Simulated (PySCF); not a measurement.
Molecule: SMILES C[SiH2][SiH2]c1cccs1. Atoms near the plane z = 1.0 Å, at the GFN2-xTB optimised geometry (x, y, z in Å): Si2 (-0.5, 3.1, 2.2), Si3 (0.0, 2.2, 0.1), C4 (-0.2, 0.4, 0.0), C5 (0.8, -0.6, 0.0), C6 (0.2, -1.9, 0.0), C7 (-1.1, -1.9, 0.0), S8 (-1.8, -0.3, 0.0), H13 (-0.9, 4.5, 2.1), H16 (1.8, -0.4, 0.0), H17 (0.8, -2.8, 0.0), H18 (-1.8, -2.7, 0.0).

Method: PBE0/def2-SVP in PySCF 2.14.0. The values are rescaled to run from 0 to 1.

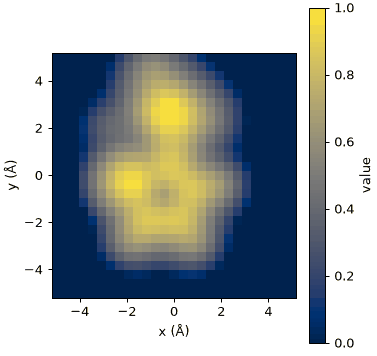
*a field on the plane z = 1.0 Å.*

**Question.** Which quantity is mapped?
(A) Laplacian of the electron density
(B) electrostatic potential
(C) electron localisation function
(D) log10 of the electron density

**Answer.** D, log10 of the electron density. In full: log10 of the electron density (e/bohr³), floored at −4.
